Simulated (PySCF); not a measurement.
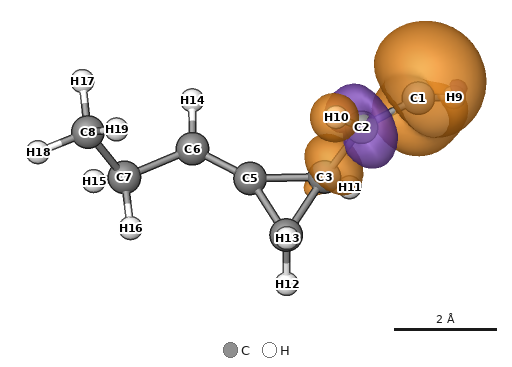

The picture shows: C8H11 (SMILES [H]/[C]=C\[C@H]1C/C1=C\CC) (doublet). Isosurfaces of the spin density (α minus β) at +0.02 (orange) and −0.02 e/Å³ (purple), seen across its widest extent.

Geometry: GFN2-xTB.

These are results of PySCF, UKS B3LYP, pcH-1 on C H, non-relativistic, mean-field spin-orbit, GIAO, not measurements.

```xyz
19

C    -3.6787   -0.7758    0.9626
C    -2.5172   -0.2183    0.8657
C    -1.8492    0.1970   -0.4119
C    -0.9926    1.4581   -0.4171
C    -0.3867    0.1282   -0.5096
C     0.6960   -0.6067   -0.5760
C     2.0867   -0.0469   -0.6294
C     2.8816   -0.4314    0.6180
H    -4.4628   -1.1060    0.3215
H    -1.9250   -0.0039    1.7486
H    -2.4343   -0.0152   -1.2991
H    -1.0231    2.0931   -1.2921
H    -0.8935    2.0062    0.5105
H     0.6174   -1.6870   -0.5831
H     2.5956   -0.4426   -1.5127
H     2.0411    1.0399   -0.7179
H     2.9182   -1.5130    0.7290
H     3.9000   -0.0558    0.5503
H     2.4167   -0.0108    1.5067
```

**Describe the spin distribution.**

The unpaired spin (1 electron) lies mostly on C1 (about 0.8), in electrons by Hirshfeld's partition.
